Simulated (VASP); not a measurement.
Band structure of TiAl (space group P4/mmm). Calculation: LDA (Ceperley-Alder, Perdew-Zunger), VASP's LDA PAW potentials (set 64) (plane waves; VASP).

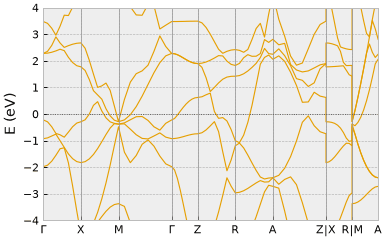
Figure. Bands along high-symmetry lines, zero at the valence-band maximum or, without a gap, the Fermi level

Problem. Read the plot: is there a gap, and where are the band edges?

Solution. It has no gap at this level: it comes out as a metal or semimetal. (Edges off the drawn lines would not show.)

The structure comes from a computed database's TiAl entry (P4/mmm); how it stands against other phases isn't given here. It was relaxed first. The electron count is odd and the run is not spin-polarised, which forces a metal.
